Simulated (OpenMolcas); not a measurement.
# CH6O2Si (SMILES C[SiH](O)O), step by step

We compute a single-point energy (HF/ANO-RCC-MB), then a single-point energy (CASSCF(2,2)/ANO-RCC-VDZP), then the energy along one coordinate (CASPT2(2,2)/ANO-RCC-VDZP), then an energy scan (SC-NEVPT2(2,2)/ANO-RCC-VDZP), then an energy scan (MC-PDFT[tPBE](2,2)/ANO-RCC-VDZP) of CH6O2Si. 

Program for the calculation: OpenMolcas 26.06.

## 1. The system as given

CH6O2Si has 10 atoms, charge 0, and is taken as a singlet. SMILES: `C[SiH](O)O`. Geometry: relaxed at PBE0-D4/def2-TZVP. This is one conformer, not always the lowest.

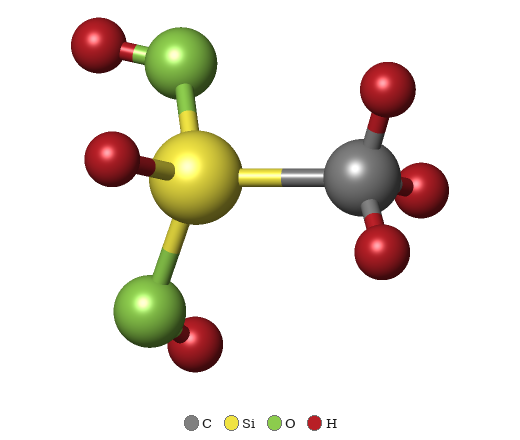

Viewed from a chosen angle; carbon grey, silicon yellow, oxygen green, hydrogen red.

## 2. A single-point energy at HF/ANO-RCC-MB (DKH2) (run 1)

Input file input.xyz:

```xyz
10

C     -1.293000     0.347800    -0.146400
Si     0.517500     0.180000     0.206800
O      0.650400    -1.156000     1.160800
O      1.425000     0.058500    -1.161600
H     -1.681100    -0.549800    -0.635600
H     -1.853400     0.489100     0.780800
H     -1.484400     1.203800    -0.797400
H      1.088600     1.369900     0.884700
H      1.521500    -1.366900     1.499800
H      1.192100    -0.627600    -1.788900
```

Input file step1.input:

```
* CH6O2Si Hartree-Fock
&gateway
coord
input.xyz
basis
ANO-RCC-MB
group
NoSym
&seward
&scf
prorbitals
0
&localisation
occupied
freeze
pipek-mezey
&localisation
fileorb
$Project.LocOrb
virtual
pipek-mezey
```

Run with:

```console
$ export MOLCAS_MEM=1860
$ pymolcas step1.input > step1.log
```

Output:

```text
--- Start Module: gateway ---
[...]
--- Stop Module: gateway /rc=_RC_ALL_IS_WELL_ ---
[...]
      Basis functions           30
[...]
       Convergence after  10 Iterations
[...]
::    Total SCF energy                               -480.5512473222
[...]
      Total spin, S                                     0.0000000000
[...]
      Total electronic charge=   42.000000
      Total            charge=   -0.000000
[...]
      Dipole Moment (debye):
      Origin of the operator (angstrom)=    0.3965   -0.1003    0.0507
                   X= -2.8164E-01               Y= -3.7457E-01               Z= -2.7297E-01           Total=  5.4234E-01
      Quadrupole Moment (debye*angstrom):
[...]
--- Start Module: localisation ---
[...]
--- Stop Module: localisation /rc=_RC_ALL_IS_WELL_ ---
--- Start Module: localisation ---
[...]
--- Stop Module: localisation /rc=_RC_ALL_IS_WELL_ ---
[...]
```

Wall time 7.5 s (1 thread of AMD EPYC 7R43 (Zen 3), shared host); peak memory 0.38 GiB.

## 3. A single-point energy at CASSCF(2,2)/ANO-RCC-VDZP (DKH2, RICD fitting) (run 2)

input.xyz is that of step 2.

Input file step2.input:

```
>>> EXPORT MOLCAS_PRINT=2

&GATEWAY
 Coord=input.xyz
 Basis=ANO-RCC-MB
 Group=NoSym

&SEWARD

&RASSCF
 FileOrb=$CurrDir/step1.LocOrb
 Alter=1
 1 22 24
 Spin=1
 Nactel=2 0 0
 Inactive=20
 Ras2=2
 OrbListing=Nothing
>>> COPY $Project.RunFile RUNFIL1
>>> COPY $Project.RasOrb INPORB

&GATEWAY
 Coord=input.xyz
 Basis=ANO-RCC-VDZP
 Group=NoSym
 RICD

&SEWARD
>>> COPY $Project.RunFile RUNFIL2

&EXPBAS

&RASSCF
 FileOrb=$Project.ExpOrb
 Spin=1
 Nactel=2 0 0
 Inactive=20
 Ras2=2
 OrbListing=Nothing
 OrbAppear=Compact
```

Run with:

```console
$ export MOLCAS_MEM=1860
$ pymolcas step2.input > step2.log
```

Output:

```text
--- Start Module: gateway ---
[...]
--- Stop Module: gateway /rc=_RC_ALL_IS_WELL_ ---
[...]
      Basis functions           30
[...]
      Number of active orbitals                  2
[...]
      Spin quantum number                      0.0
[...]
      Active orbitals                            2
[...]
      Number of CSFs                             3
[...]
      Number of root(s) required                 1
[...]
      Convergence after 11 iterations
[...]
      printout of CI-coefficients larger than  0.05 for root  1
      energy=    -480.561839
      conf/sym  11     Coeff  Weight
             1  20   0.99565 0.99132
             3  02  -0.09316 0.00868
      Natural orbitals and occupation numbers for root  1
      sym 1:   1.982643   0.017357
      ************************************************************************************************************************
      *                                                    Final results                                                     *
[...]
::    RASSCF root number  1 Total energy:   -480.56183877
[...]
      Basis functions           90
[...]
--- Start Module: expbas ---
[...]
--- Stop Module: expbas /rc=_RC_ALL_IS_WELL_ ---
--- Start Module: rasscf ---
[...]
      Convergence after 12 iterations
[...]
      Natural orbitals and occupation numbers for root  1
      sym 1:   1.985520   0.014480
      ************************************************************************************************************************
      *                                                    Final results                                                     *
[...]
::    RASSCF root number  1 Total energy:   -480.94774069
[...]
      Total electronic charge=   42.000000
      Total            charge=   -0.000000
[...]
      Dipole Moment (debye):
      Origin of the operator (angstrom)=    0.3965   -0.1003    0.0507
                   X= -3.0486E-01               Y= -6.1238E-01               Z= -3.6313E-01           Total=  7.7447E-01
      Quadrupole Moment (debye*angstrom):
[...]
--- Stop Module: rasscf /rc=_RC_ALL_IS_WELL_ ---
[...]
```

Wall time 23 s (1 thread of AMD EPYC 7R43 (Zen 3), shared host); peak memory 0.37 GiB.

## 4. The energy along one coordinate at CASPT2(2,2)/ANO-RCC-VDZP (DKH2, RICD fitting, ipea shift 0.25 Eh, pt2 variant SS) (run 3)

Input file step3.inp:

```
* CH6O2Si CASPT2
>>> EXPORT MOLCAS_PRINT=2
>>> COPY $CurrDir/step2.RasOrb $Project.RasOrb
>>> ForEach K in (1, 2, 3, 4, 5, 6, 7, 8, 9)
&gateway
coord
$CurrDir/point$K.xyz
basis
ANO-RCC-VDZP
group
NoSym
ricd
&seward
&rasscf
fileorb
$Project.RasOrb
spin
1
nactel
2 0 0
inactive
20
ras2
2
orblisting
Nothing
orbappear
Compact
&caspt2
imaginary
0.2
frozen
8
>>> EndDo
```

Run with:

```console
$ export MOLCAS_MEM=1860
$ pymolcas step3.inp > step3.log
```

Output:

```text
[...]
      Basis functions           90
[...]
      Number of active orbitals                  2
[...]
      Spin quantum number                      0.0
[...]
      Active orbitals                            2
[...]
      Number of CSFs                             3
[...]
      Number of root(s) required                 1
[...]
      Convergence after  9 iterations
[...]
      Natural orbitals and occupation numbers for root  1
      sym 1:   1.990946   0.009054
      ************************************************************************************************************************
      *                                                    Final results                                                     *
[...]
::    RASSCF root number  1 Total energy:   -480.92532784
[...]
::    CASPT2 Root  1     Total energy:   -481.55726666
[...]
      Convergence after  9 iterations
[...]
      Natural orbitals and occupation numbers for root  1
      sym 1:   1.985531   0.014469
      ************************************************************************************************************************
      *                                                    Final results                                                     *
[...]
      Convergence after 10 iterations
[...]
      Natural orbitals and occupation numbers for root  1
      sym 1:   1.718841   0.281159
      ************************************************************************************************************************
      *                                                    Final results                                                     *
[...]
      Convergence after  9 iterations
[...]
      Natural orbitals and occupation numbers for root  1
      sym 1:   1.448834   0.551166
      ************************************************************************************************************************
      *                                                    Final results                                                     *
[...]
      Convergence after  8 iterations
[...]
      Natural orbitals and occupation numbers for root  1
      sym 1:   1.186073   0.813927
      ************************************************************************************************************************
      *                                                    Final results                                                     *
[...]
::    RASSCF root number  1 Total energy:   -480.80306646
[...]
::    CASPT2 Root  1     Total energy:   -481.41221813
[...]
      Convergence after  6 iterations
[...]
::    RASSCF root number  1 Total energy:   -480.80182512
[...]
::    CASPT2 Root  1     Total energy:   -481.41026811
[...]
```

Wall time 2.2 min (1 thread of AMD EPYC 7R43 (Zen 3), shared host); peak memory 0.079 GiB.

The scan, from its lowest point:

```tsv
Si2–C1 (Å)	energy (kJ/mol)
1.667	50.8
1.852	0.0
2.037	22.3
2.315	105.6
2.686	226.6
3.149	338.0
3.704	405.3
4.445	431.7
5.557	436.8
```

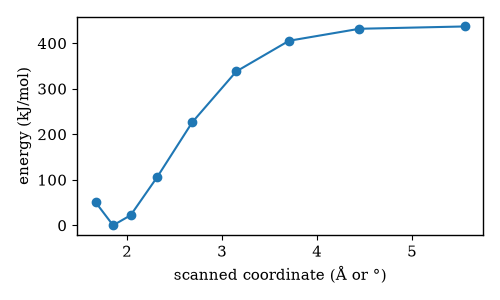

Energy along the scan.

## 5. An energy scan at SC-NEVPT2(2,2)/ANO-RCC-VDZP (DKH2, RICD fitting, pt2 variant SC-NEVPT2) (run 4)

Input file step4.input:

```
* CH6O2Si NEVPT2
>>> COPY $CurrDir/step2.RasOrb $Project.RasOrb
>>> ForEach K in (1, 2, 3, 4, 5, 6, 7, 8, 9)
&GATEWAY
COORD=$CurrDir/point$K.xyz
BASIS=ANO-RCC-VDZP
GROUP=NoSym
RICD
&SEWARD
&RASSCF
FILEORB=$Project.RasOrb
SPIN=1
NACTEL=2 0 0
INACTIVE=20
RAS2=2
ORBLISTING=Nothing
ORBAPPEAR=Compact
&CASPT2
SC-NEVPT2
FROZEN=8
>>> EndDo
```

Run with:

```console
$ export MOLCAS_MEM=1860
$ pymolcas step4.input > step4.log
```

Output:

```text
[...]
      Basis functions           90
[...]
      Number of active orbitals                  2
[...]
      Spin quantum number                      0.0
[...]
      Active orbitals                            2
[...]
      Number of CSFs                             3
[...]
      Number of root(s) required                 1
[...]
      Convergence after  9 iterations
[...]
      printout of CI-coefficients larger than  0.05 for root  1
      energy=    -480.925328
      conf/sym  11     Coeff  Weight
             1  20   0.99773 0.99547
             3  02  -0.06728 0.00453
      Natural orbitals and occupation numbers for root  1
      sym 1:   1.990946   0.009054
      ************************************************************************************************************************
      *                                                    Final results                                                     *
[...]
::    RASSCF root number  1 Total energy:   -480.92532784
[...]
      E2 (Variational):          -0.6265377256
[...]
::    SC-NEVPT2 Root  1     Total energy:   -481.55179873
[...]
      Convergence after  9 iterations
[...]
      Natural orbitals and occupation numbers for root  1
      sym 1:   1.985531   0.014469
      ************************************************************************************************************************
      *                                                    Final results                                                     *
[...]
      Convergence after 10 iterations
[...]
      Natural orbitals and occupation numbers for root  1
      sym 1:   1.718841   0.281159
      ************************************************************************************************************************
      *                                                    Final results                                                     *
[...]
      Convergence after  9 iterations
[...]
      Natural orbitals and occupation numbers for root  1
      sym 1:   1.448834   0.551166
      ************************************************************************************************************************
      *                                                    Final results                                                     *
[...]
      Convergence after  8 iterations
[...]
::    RASSCF root number  1 Total energy:   -480.80306646
[...]
::    SC-NEVPT2 Root  1     Total energy:   -481.40871410
[...]
      Convergence after  6 iterations
[...]
::    RASSCF root number  1 Total energy:   -480.80182512
[...]
      E2 (Variational):          -0.6049997485
[...]
      Reference weight:           0.83891
[...]
::    SC-NEVPT2 Root  1     Total energy:   -481.40682487
[...]
```

It took 2 min on 1 thread of AMD EPYC 7R43 (Zen 3), shared host; peak memory 0.079 GiB.

The scan, from its lowest point:

```tsv
Si2–C1 (Å)	energy (kJ/mol)
1.667	53.5
1.852	0.0
2.037	19.7
2.315	100.7
2.686	221.5
3.149	335.3
3.704	403.6
4.445	429.2
5.557	434.1
```

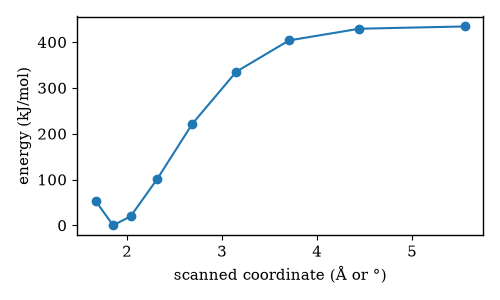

Energy along the scan.

## 6. The energy along one coordinate at MC-PDFT[tPBE](2,2)/ANO-RCC-VDZP (DKH2, RICD fitting) (run 5)

Input file step5.inp:

```
* CH6O2Si MC-PDFT
>>> COPY $CurrDir/step2.RasOrb $Project.RasOrb
>>> ForEach K in (1, 2, 3, 4, 5, 6, 7, 8, 9)
&GATEWAY
Coord = $CurrDir/point$K.xyz
Basis = ANO-RCC-VDZP
Group = NoSym
RICD
&SEWARD
&RASSCF
FileOrb = $Project.RasOrb
Spin = 1
Nactel = 2 0 0
Inactive = 20
Ras2 = 2
OrbListing = Nothing
OrbAppear = Compact
&MCPDFT
KSDFT = T:PBE
>>> EndDo
```

Run with:

```console
$ export MOLCAS_MEM=1860
$ pymolcas step5.inp > step5.log
```

Output:

```text
--- Start Module: gateway ---
[...]
      Basis functions           90
[...]
      Number of active orbitals                  2
[...]
      Spin quantum number                      0.0
[...]
      Active orbitals                            2
[...]
      Number of CSFs                             3
[...]
      Number of root(s) required                 1
[...]
      Convergence after  9 iterations
[...]
      printout of CI-coefficients larger than  0.05 for root  1
      energy=    -480.925328
      conf/sym  11     Coeff  Weight
             1  20   0.99773 0.99547
             3  02  -0.06728 0.00453
      Natural orbitals and occupation numbers for root  1
      sym 1:   1.990946   0.009054
      ************************************************************************************************************************
      *                                                    Final results                                                     *
[...]
::    RASSCF root number  1 Total energy:   -480.92532784
[...]
::    MCPDFT root number  1 Total energy:   -482.15549194
[...]
      Convergence after  9 iterations
[...]
      Natural orbitals and occupation numbers for root  1
      sym 1:   1.985531   0.014469
      ************************************************************************************************************************
      *                                                    Final results                                                     *
[...]
      Convergence after 10 iterations
[...]
      Natural orbitals and occupation numbers for root  1
      sym 1:   1.718841   0.281159
      ************************************************************************************************************************
      *                                                    Final results                                                     *
[...]
      Convergence after  9 iterations
[...]
      Natural orbitals and occupation numbers for root  1
      sym 1:   1.448834   0.551166
      ************************************************************************************************************************
      *                                                    Final results                                                     *
[...]
      Convergence after  8 iterations
[...]
::    RASSCF root number  1 Total energy:   -480.80306646
[...]
::    MCPDFT root number  1 Total energy:   -482.00161352
[...]
      Convergence after  6 iterations
[...]
::    RASSCF root number  1 Total energy:   -480.80182512
[...]
      Total electronic charge=   42.000000
      Total            charge=   -0.000000
[...]
::    MCPDFT root number  1 Total energy:   -482.00003590
[...]
```

Wall time 2.2 min (1 thread of AMD EPYC 7R43 (Zen 3), shared host); peak memory 0.08 GiB.

The scan, from its lowest point:

```tsv
Si2–C1 (Å)	energy (kJ/mol)
1.667	48.6
1.852	0.0
2.037	22.1
2.315	104.0
2.686	226.1
3.149	346.1
3.704	423.5
4.445	452.6
5.557	456.7
```

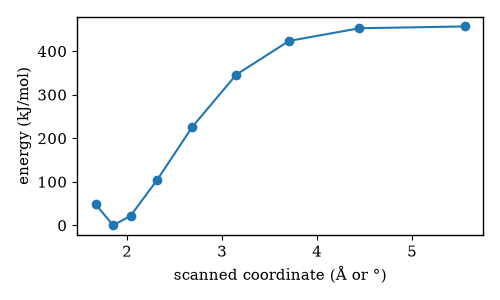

Energy along the scan.

## 7. Results

| quantity | value |
| --- | --- |
| run 1, HF/ANO-RCC-MB: total energy | -480.55125 Eh |
| run 1, HF/ANO-RCC-MB: dipole moment | 0.54 D |
| run 1, HF/ANO-RCC-MB: HOMO energy | -12.79 eV |
| run 1, HF/ANO-RCC-MB: LUMO energy | 7.94 eV |
| run 1, HF/ANO-RCC-MB: HOMO–LUMO gap | 20.73 eV |
| run 2, CASSCF(2,2)/ANO-RCC-VDZP: total energy | -480.94774 Eh |
| run 2, CASSCF(2,2)/ANO-RCC-VDZP: dipole moment (CASSCF density) | 0.77 D |
| run 3, CASPT2(2,2)/ANO-RCC-VDZP: lowest energy of the scan | -481.57663 Eh |
| run 4, SC-NEVPT2(2,2)/ANO-RCC-VDZP: lowest energy of the scan | -481.57217 Eh |
| run 5, MC-PDFT[tPBE](2,2)/ANO-RCC-VDZP: lowest energy of the scan | -482.17399 Eh |

Mulliken charges (run 1, HF/ANO-RCC-MB) run from -0.85 on O3 to +1.42 on Si2; they depend strongly on the basis.
